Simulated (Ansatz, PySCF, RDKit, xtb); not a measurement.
# Solving C2H4Si, step by step

Task: start from the formula C2H4Si, draw up candidate structures, narrow them down in stages, and characterise the one that lies lowest at 298.15 K.

The funnel: GFN2-xTB relaxations, single points with a density functional, relaxations at BLYP-D3(BJ)/def2-SVP, harmonic vibrations, and a last energy at a higher level. All values are calculated.

4 further runs of the same task are left out: 4 set aside as unsound or not needed.

### 1 Candidates

All bonding patterns within simple valence rules are listed by program: one Lewis structure each, at most two rings and one unusual centre or charged pair. O–O, O–halogen and N–halogen bonds and N–N–N chains are not drawn. That gives 21 candidates.

c007 C=C=[SiH2]; c043 [C]1C[SiH2]1 (triplet); c081 C=[Si]=C; c122 C1=C[SiH2]1; c130 C1=[SiH]C1; c148 C#[Si]C; c216 CC=[Si] (triplet); c327 [C+]#[SiH-]C; c364 C1C[Si]1; c451 CC=[Si]; c466 [C]=C[SiH3] (triplet); c500 [CH]C=[SiH2]; c508 CC#[SiH]; c685 C=C[SiH]; c716 C#[SiH-][CH2+]; c739 C=C[SiH] (triplet); c813 C#C[SiH3]; c840 [C]=C[SiH3]; c853 [CH]C=[SiH2] (triplet); c877 [C]1C[SiH2]1; c946 C1C[Si]1 (triplet).

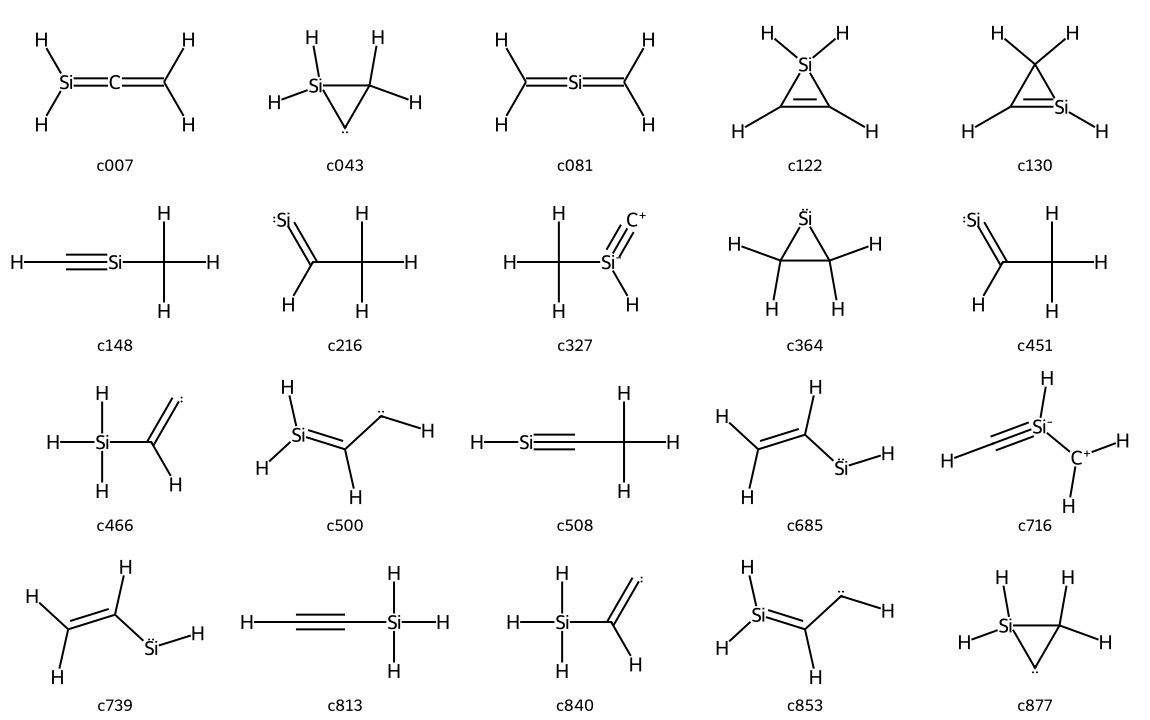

Structural formulas of the candidates (the first 20).

Candidates are built by distance geometry, with a force field where one applies, in up to four conformers (letters a to d). 16 starts with atoms placed at random are added, to find patterns that the rules miss.

### 2 Cheap relaxation of all starts

All 37 starts are relaxed the same way. One of them, c946a (enumerated, embedded by distance geometry and MMFF94), in full:

The input, start.xyz:

```xyz
7
c946a
C     -0.256812     0.241339    -0.960233
C      0.184572    -0.780290    -2.024922
Si     0.868149    -1.099897    -0.274464
H      0.170364     1.199547    -1.044161
H     -1.259498     0.197930    -0.656488
H      0.891692    -0.501953    -2.742186
H     -0.558982    -1.526335    -2.346574
```

Run with:

```
$ xtb start.xyz --gfn 2 --opt --uhf 2
```

Output, shortened:

```text
* xtb version 6.7.1
[...]
          :  # basis functions                  22          :
[...]
          :  # electrons                        16          :
[...]
          :  Hamiltonian                  GFN2-xTB          :
[...]
          :  net charge                          0          :
          :  unpaired electrons                  2          :
[...]
   *** convergence criteria satisfied after 19 iterations ***
[...]
   *** GEOMETRY OPTIMIZATION CONVERGED AFTER 9 ITERATIONS ***
[...]
   *** convergence criteria satisfied after 3 iterations ***
[...]
         ::                     SUMMARY                     ::
         :::::::::::::::::::::::::::::::::::::::::::::::::::::
         :: total energy              -7.863513330511 Eh    ::
         :: gradient norm              0.000440118187 Eh/a0 ::
         :: HOMO-LUMO gap              1.384837120543 eV    ::
         ::.................................................::
         :: SCC energy                -7.968473654683 Eh    ::
         :: -> isotropic ES           -0.003616747171 Eh    ::
         :: -> anisotropic ES         -0.003283490311 Eh    ::
         :: -> anisotropic XC          0.001347337137 Eh    ::
         :: -> dispersion             -0.003249621863 Eh    ::
         :: repulsion energy           0.104960324173 Eh    ::
         :: add. restraining           0.000000000000 Eh    ::
         :: total charge               0.000000000000 e     ::
         :::::::::::::::::::::::::::::::::::::::::::::::::::::
[...]
         9        1.0000           -0.2294864              -6.2446 (HOMO)
        10                         -0.1785946              -4.8598 (LUMO)
[...]
     #   Z          covCN         q      C6AA      α(0)
     1   6          3.556    -0.117    23.774     7.118
     2   6          3.541    -0.117    23.955     7.172
     3  14          1.433     0.230   203.871    30.560
     4   1          0.926     0.001     3.038     2.725
     5   1          0.926     0.001     3.038     2.726
     6   1          0.926     0.001     3.041     2.727
     7   1          0.926     0.001     3.040     2.727
[...]
     #   Z sym  total        # sym  WBO       # sym  WBO       # sym  WBO
 ---------------------------------------------------------------------------
     1   6      3.903 --     2      1.390     4      0.991     5      0.991
                             3      0.528
     2   6      3.898 --     1      1.390     6      0.991     7      0.991
                             3      0.521
     3  14      1.031 --     1      0.528     2      0.521
     4   1      1.000 --     1      0.991
     5   1      1.000 --     1      0.991
     6   1      1.000 --     2      0.991
     7   1      1.000 --     2      0.991
 ---------------------------------------------------------------------------
[...]
molecular dipole:
                 x           y           z       tot (Debye)
 q only:        0.472      -0.424       0.636
   full:       -0.047       0.045      -0.057       0.219
molecular quadrupole (traceless):
[...]
          | TOTAL ENERGY               -7.863513330511 Eh   |
          | GRADIENT NORM               0.000440118187 Eh/α |
          | HOMO-LUMO GAP               1.384837120543 eV   |
           -------------------------------------------------
[...]
```

It took 0.042 s on 1 thread of Arm Neoverse V1, shared host.

### 3 The minima found

37 of the 37 relaxations converged; 18 ended on a minimum already found. 19 distinct structures remain:

```csv
label,start,SMILES after,spin,energy (kcal/mol),note
c840a,drawn and random,C#C[SiH3],singlet,0.0,bonds changed
c742,random and drawn,C1C[Si]1,singlet,18.0,
c451a,drawn,CC=[Si],singlet,18.2,
c416,random and drawn,C=C[SiH],singlet,19.5,
c685a,drawn,C=C[SiH],singlet,21.3,
c495,random and drawn,C=C=[SiH2],singlet,22.2,
c122a,drawn and random,C1=C[SiH2]1,singlet,24.4,
c081a,drawn,C=[Si]=C,singlet,33.6,
c327a,drawn,CC#[SiH],singlet,40.2,bonds changed
c148a,drawn,C#[Si]C,singlet,43.6,
c987,random and drawn,C1=[SiH]C1,singlet,49.4,
c739a,drawn,C=C[SiH],triplet,54.8,
c121,random,[CH][CH].[SiH2] ‡,singlet,55.3,fell apart
c236,random and drawn,[CH][CH][SiH2] ‡,singlet,59.2,
c946a,drawn,C1C[Si]1,triplet,64.6,
c216a,drawn,[CH3][CH][Si] ‡,triplet,65.1,
c853a,drawn,[CH][CH][SiH2] ‡,triplet,72.5,
c043a,drawn,[C]1C[SiH2]1,triplet,81.3,
c466a,drawn,[C]=C[SiH3],triplet,109.8,
```

‡ marks the bonded skeleton alone, with all bonds drawn single: no Lewis structure was assigned that passes a check against the bond lengths.

GFN2-xTB has no spin polarisation, so it can't rank spin states and is rough for open shells.

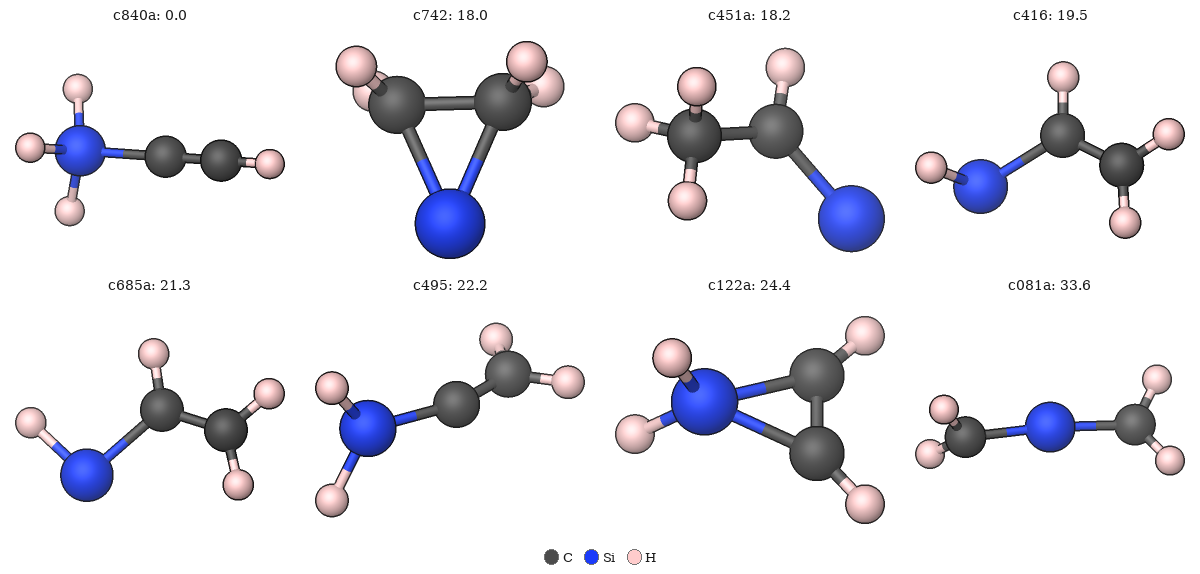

The 8 lowest minima that did not fall apart, with their GFN2-xTB energies in kcal/mol.

### 4 Second filter: single points

A choice of the minima (the low ones first, few conformers of a pattern, up to a cap) and the lowest that fell apart get a single point at r2SCAN-D4/def2-SVP on the tight-binding geometry, and one at HF/STO-3G for comparison. The lowest singlets are also tried as triplets at the same geometry (label ending in t). The first, c840a:

The input, input.yaml:

```yaml
crystal:
  periodic: [false, false, false]
  atoms:
    - symbol: C
      position_ang: [-0.281257, -0.073580, -0.769549]
    - symbol: C
      position_ang: [-0.745491, 0.331484, 0.262813]
    - symbol: Si
      position_ang: [0.433125, -0.695802, -2.356953]
    - symbol: H
      position_ang: [-1.152084, 0.685764, 1.166666]
    - symbol: H
      position_ang: [0.574417, 0.441884, -3.268697]
    - symbol: H
      position_ang: [-0.484713, -1.695206, -2.909358]
    - symbol: H
      position_ang: [1.738005, -1.294052, -2.065594]
basis:
  gaussian: {orbitals: def2-SVP}
hamiltonian: {xc: {name: r2SCAN}, dispersion: d4}
scf: {lower_state_search: off}
```

Run with:

```
$ ansatz run input.yaml --threads 1 --pin off --max-ram 2610MiB --events-out events.jsonl --progress --plain --runs-dir runs
```

Output:

```text
Warning: RAYON_NUM_THREADS=1 ignored (pool sized by the plan → 1); use --threads N
Functional definition: r2SCAN
  name "r2SCAN"
  parameter k0 = 0.174
  parameter k1 = 0.065
  parameter a1 = 4.9479
  exchange = r2scan_x(k0 = k0, k1 = k1, a1 = a1)
  correlation = r2scan_c
these checks for a lower state are left out or cut short: stability, starts, cluster_reference, orbital_swaps, neighbouring_geometries, increment
744 factors; their error is unknown
mean field evaluation 1: about -10004.4154 eV, gradient 3.7e1 eV
mean field evaluation 2: about -10002.7766 eV, gradient 4.4e1 eV
mean field evaluation 4: about -10008.3300 eV, gradient 7.0e0 eV
mean field evaluation 8: about -10008.4124 eV, gradient 1.3e-2 eV
mean field -10008.41240721 eV, -367.8023720193 hartree, gradient 2.8e-6 eV, S^2 0.000000; 0 other end points of the search recorded, 0 dependent functions left out
reference -10008.41241605 eV, -367.8023723444 hartree; 15, 15 occupied and 51, 51 virtual orbitals, 744 factors
Total energy: -10008.43787346 eV, -367.8033078870 hartree
Checks for a lower state left out: stability, starts, cluster_reference, orbital_swaps, neighbouring_geometries, increment
```

Run time: 1.3 s. Hardware: 1 thread of Arm Neoverse V1, shared host.

Relative energies in kcal/mol, each column from its lowest structure that stays in one piece:

```
 label             SMILES     spin  GFN2-xTB  HF/STO-3G  r2SCAN-D4/def2-SVP
 c840a          C#C[SiH3]  singlet       0.0        0.0                 0.0
 c122a        C1=C[SiH2]1  singlet      24.4       32.1                 2.8
  c742           C1C[Si]1  singlet      18.0        5.6                 4.7
 c451a            CC=[Si]  singlet      18.2       29.8                 9.2
 c685a           C=C[SiH]  singlet      21.3       23.3                13.3
  c495         C=C=[SiH2]  singlet      22.2       60.6                17.5
  c416           C=C[SiH]  singlet      19.5       24.8                18.3
 c739a           C=C[SiH]  triplet      54.8       33.3                25.4
 c946a           C1C[Si]1  triplet      64.6       55.6                28.5
 c081a           C=[Si]=C  singlet      33.6       99.0                31.8
  c121  [CH][CH].[SiH2] ‡  singlet      55.3       85.0                65.1
c122at        C1=C[SiH2]1  triplet         –          –               107.0
c840at          C#C[SiH3]  triplet         –          –               118.9
```

‡ marks the bonded skeleton alone, with all bonds drawn single: no Lewis structure was assigned that passes a check against the bond lengths.

### 5 Refinement at BLYP-D3(BJ)/def2-SVP

6 candidates are relaxed at BLYP-D3(BJ)/def2-SVP (chosen among the lowest in one piece). The first, c840a:

The input, input.yaml:

```yaml
crystal:
  periodic: [false, false, false]
  atoms:
    - {symbol: C, position_ang: [-0.281257, -0.073580, -0.769549]}
    - {symbol: C, position_ang: [-0.745491, 0.331484, 0.262813]}
    - {symbol: Si, position_ang: [0.433125, -0.695802, -2.356953]}
    - {symbol: H, position_ang: [-1.152084, 0.685764, 1.166666]}
    - {symbol: H, position_ang: [0.574417, 0.441884, -3.268697]}
    - {symbol: H, position_ang: [-0.484713, -1.695206, -2.909358]}
    - {symbol: H, position_ang: [1.738005, -1.294052, -2.065594]}
basis:
  gaussian:
    orbitals: def2-SVP
hamiltonian:
  xc: {name: BLYP}
  dispersion: d3bj
scf:
  lower_state_search: off
relax:
  f_tol: 0.003
```

Run with:

```
$ ansatz run input.yaml --threads 1 --pin off --max-ram 2610MiB --events-out events.jsonl --progress --plain --runs-dir runs
```

Output, shortened:

```text
Warning: RAYON_NUM_THREADS=1 ignored (pool sized by the plan → 1); use --threads N
[...]
Functional definition: BLYP
  name "BLYP"
[...]
744 factors; their error is unknown
[...]
mean field -10009.46895023 eV, -367.8411992592 hartree, gradient 4.7e-6 eV, S^2 0.000000; 0 other end points of the search recorded, 0 dependent functions left out
[...]
reference -10009.46925088 eV, -367.8412103079 hartree; 15, 15 occupied and 51, 51 virtual orbitals, 744 factors
relax step   1: F+E_penalty+E_count = -10009.72081723 eV  Δ(F+E_penalty+E_count) = +0.000e0 eV  max|allowed force component| = 2.257e0 eV/Å  Δτ_max = 0.0000 Å  (13 SCF iters, accepted)
[...]
relax step   4: F+E_penalty+E_count = -10009.80528866 eV  Δ(F+E_penalty+E_count) = -8.076e-5 eV  max|allowed force component| = 1.088e-2 eV/Å  Δτ_max = 0.0018 Å  (13 SCF iters, accepted)
[...]
relax step   5: F+E_penalty+E_count = -10009.80529364 eV  Δ(F+E_penalty+E_count) = -4.981e-6 eV  max|allowed force component| = 1.770e-3 eV/Å  Δτ_max = 0.0005 Å  (12 SCF iters, accepted)
Total energy: -10009.80559905 eV, -367.8535708751 hartree
Atom 0 at    -0.283229    -0.071830    -0.764889 Å, force    -0.000488     0.001135     0.001770 eV/Å
Atom 1 at    -0.757393     0.341611     0.289165 Å, force    -0.000014    -0.000772    -0.000630 eV/Å
Atom 2 at     0.428223    -0.691398    -2.345752 Å, force    -0.000008    -0.000154    -0.000141 eV/Å
Atom 3 at    -1.174945     0.705420     1.217171 Å, force     0.000059     0.000198     0.000033 eV/Å
Atom 4 at     0.587894     0.446771    -3.307181 Å, force     0.000150    -0.000112    -0.000368 eV/Å
Atom 5 at    -0.485886    -1.718083    -2.942065 Å, force     0.000112    -0.000145    -0.000333 eV/Å
Atom 6 at     1.767338    -1.312000    -2.087120 Å, force     0.000189    -0.000150    -0.000330 eV/Å
Dipole moment:    -0.030975     0.027030     0.068885 e Å
Checks for a lower state left out: stability, starts, cluster_reference, orbital_swaps, neighbouring_geometries, increment
```

Wall time 4.8 s (1 thread of Arm Neoverse V1, shared host).

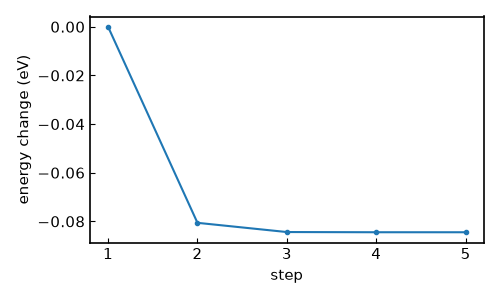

Energy along the run, all evaluated steps.

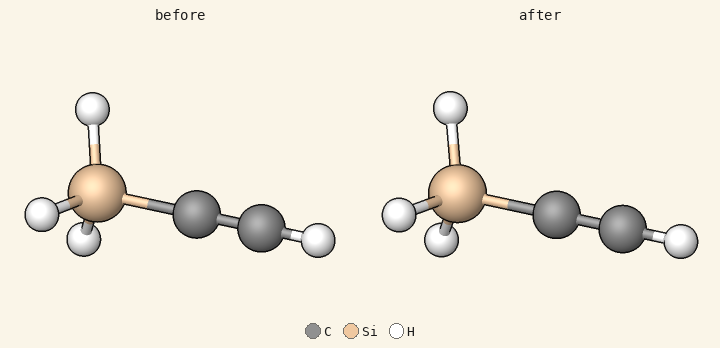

Before and after, at one scale.

After the run. Bond lengths: C1–C2 1.228 Å, C1–Si3 1.841 Å, C2–H4 1.081 Å, Si3–H5 1.498 Å, Si3–H6 1.498 Å, Si3–H7 1.498 Å. Angles: C2–C1–Si3 180.0°, C1–C2–H4 180.0°, C1–Si3–H5 109.7°, C1–Si3–H6 109.7°, C1–Si3–H7 109.7°, H5–Si3–H6 109.3°, H5–Si3–H7 109.3°, H6–Si3–H7 109.3°.

### 6 Ranking at BLYP-D3(BJ)/def2-SVP

| label | spin | r2SCAN-D4/def2-SVP (kcal/mol) | BLYP-D3(BJ)/def2-SVP, relaxed (kcal/mol) | time |
| --- | --- | --- | --- | --- |
| c840a | singlet | 0.0 | 0.0 | 4.8 s |
| c122a | singlet | 2.8 | 7.9 | 6 s |
| c742 | singlet | 4.7 | 8.4 | 6.3 s |
| c451a | singlet | 9.2 | 8.8 | 10 s |
| c685a | singlet | 13.3 | 10.7 | 7.2 s |
| c495 | singlet | 17.5 | 15.6 | 7.2 s |

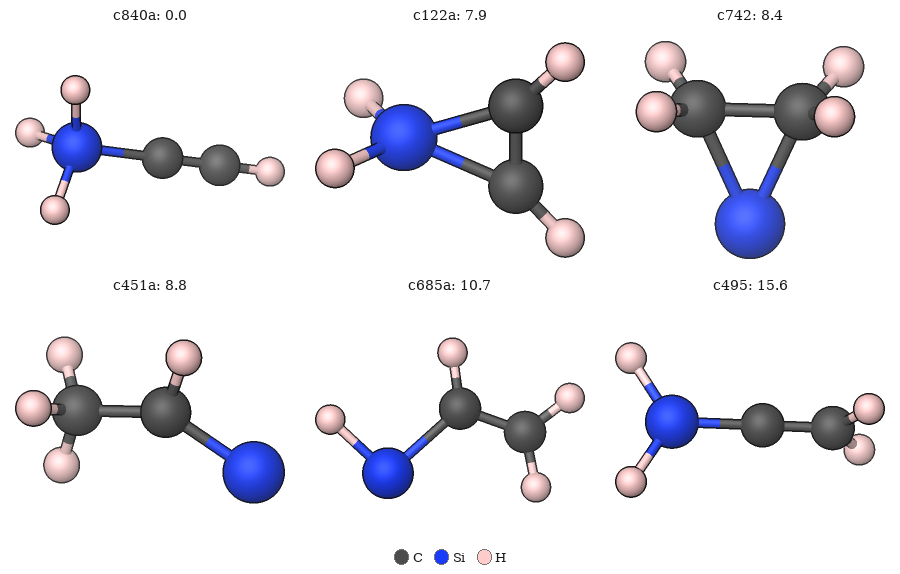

The relaxed structures, with energies at BLYP-D3(BJ)/def2-SVP in kcal/mol.

### 7 Vibrations and thermal terms

The lowest few in one piece go on as finalists (c451a, c685a, c495 drop out). Harmonic vibrations at BLYP-D3(BJ)/def2-SVP test each finalist and give the zero-point energy and the thermal terms. The first, c840a:

The input, input.yaml:

```yaml
crystal:
  periodic: [false, false, false]
  atoms:
    - {symbol: C, position_ang: [-0.283229, -0.071830, -0.764889]}
    - {symbol: C, position_ang: [-0.757393, 0.341611, 0.289165]}
    - {symbol: Si, position_ang: [0.428223, -0.691398, -2.345752]}
    - {symbol: H, position_ang: [-1.174945, 0.705420, 1.217171]}
    - {symbol: H, position_ang: [0.587894, 0.446771, -3.307181]}
    - {symbol: H, position_ang: [-0.485886, -1.718083, -2.942065]}
    - {symbol: H, position_ang: [1.767338, -1.312000, -2.087120]}
basis:
  gaussian:
    orbitals: def2-SVP
magnetization:
  spin_polarized: false
hamiltonian:
  xc: {name: BLYP}
  dispersion: d3bj
scf:
  lower_state_search: "off"
phonons: {}
```

Run with:

```
$ ansatz run input.yaml --threads 1 --pin off --max-ram 2610MiB --events-out events.jsonl --progress --plain --runs-dir runs
```

Output, shortened:

```text
Warning: RAYON_NUM_THREADS=1 ignored (pool sized by the plan → 1); use --threads N
[... 2 set-up lines as earlier in the session ...]
[...]
744 factors; their error is unknown
[...]
mean field -10009.55567586 eV, -367.8443863672 hartree, gradient 9.2e-7 eV, S^2 0.000000; 0 other end points of the search recorded, 0 dependent functions left out
[...]
reference -10009.55598127 eV, -367.8443975908 hartree; 15, 15 occupied and 51, 51 virtual orbitals, 744 factors
[...]
744 factors; their error is unknown
mean field -10009.55559709 eV, -367.8443834727 hartree, gradient 2.4e-6 eV, S^2 0.000000; 0 other end points of the search recorded, 0 dependent functions left out
[...]
reference -10009.55590251 eV, -367.8443946966 hartree; 15, 15 occupied and 51, 51 virtual orbitals, 744 factors
[...]
744 factors; their error is unknown
[...]
Total energy: -10009.80559904 eV, -367.8535708749 hartree
Atom 0 at    -0.283229    -0.071830    -0.764889 Å, force    -0.000493     0.001138     0.001773 eV/Å
Atom 1 at    -0.757393     0.341611     0.289165 Å, force    -0.000002    -0.000782    -0.000650 eV/Å
Atom 2 at     0.428223    -0.691398    -2.345752 Å, force    -0.000002    -0.000164    -0.000148 eV/Å
Atom 3 at    -1.174945     0.705420     1.217171 Å, force     0.000049     0.000206     0.000051 eV/Å
Atom 4 at     0.587894     0.446771    -3.307181 Å, force     0.000149    -0.000114    -0.000364 eV/Å
Atom 5 at    -0.485886    -1.718083    -2.942065 Å, force     0.000116    -0.000138    -0.000330 eV/Å
Atom 6 at     1.767338    -1.312000    -2.087120 Å, force     0.000183    -0.000146    -0.000332 eV/Å
Dipole moment:    -0.030975     0.027030     0.068885 e Å
Vibrations: 233.45 233.48 620.88 668.95 668.96 704.53 704.57 919.31 925.06 925.07 2079.75 2176.41 2177.17 2177.18 3381.67 cm⁻¹, zero-point energy 1.152832 eV
Checks for a lower state left out: stability, starts, cluster_reference, orbital_swaps, neighbouring_geometries, increment
```

Run time: 34 s. Hardware: 1 thread of Arm Neoverse V1, shared host.

### 8 Zero-point energy and free-energy terms

At 298.15 K and 1 atm, ideal gas, rigid rotor and harmonic oscillator:

| label | SMILES | spin | point group | lowest mode (cm⁻¹) | zero-point (kcal/mol) | G − E (kcal/mol) |
| --- | --- | --- | --- | --- | --- | --- |
| c840a | C#C[SiH3] | singlet | C3v | 233 | 26.6 | 10.9 |
| c122a | C1=C[SiH2]1 | singlet | C2v | 565 | 28.3 | 12.8 |
| c742 | C1C[Si]1 | singlet | C2v | 380 | 31.0 | 15.4 |

### 9 Energies at the top level

Each finalist gets a single point at CCSD(T)/def2-TZVPP.

c840a, CCSD(T)/def2-TZVPP:

Changes to input.yaml since step 7:

```diff
@@ -11,11 +11,3 @@
 basis:
-  gaussian:
-    orbitals: def2-SVP
-magnetization:
-  spin_polarized: false
-hamiltonian:
-  xc: {name: BLYP}
-  dispersion: d3bj
-scf:
-  lower_state_search: "off"
-phonons: {}
+  gaussian: {orbitals: def2-TZVPP}
+correlation: {method: ccsd_t, frozen_orbitals: {Si: 5, C: 1, H: 0}}
```

Run with:

```
$ ansatz run input.yaml --threads 1 --pin off --max-ram 2610MiB --events-out events.jsonl --progress --plain --runs-dir runs
```

Output, shortened:

```text
Warning: RAYON_NUM_THREADS=1 ignored (pool sized by the plan → 1); use --threads N
Functional definition: HF
  name "HF"
[...]
931 factors; integrals over basis functions are off by at most 6.8e-4 eV
[...]
mean field -9985.86539642 eV, -366.9737846558 hartree, gradient 3.0e-6 eV, S^2 0.000000; 0 other end points of the search recorded, 0 dependent functions left out
7 core orbitals not correlated: weight in the atoms' cores, before any rotation towards them, 1.000 or more for the frozen orbitals, at most 0.000 for the correlated occupied ones
reference -9985.86539642 eV, -366.9737846558 hartree; 8, 8 occupied and 145, 145 virtual orbitals, 931 factors
second order -11.73957293 eV of doubles, -0.00000000 eV of singles
cycle   1  -12.01992983 eV  change   -2.8e-1 eV  update   9.3e-2
[...]
cycle   9  -12.53990492 eV  change   -5.0e-6 eV  update   7.2e-6
perturbative correction -0.60307685 eV, -0.0221626656 hartree
Total energy: -9999.00837820 eV, -367.4567803276 hartree
```

Wall time 26 s (1 thread of Arm Neoverse V1, shared host); peak memory 1.1 GiB.

(Part 1 of 2 ends here.)
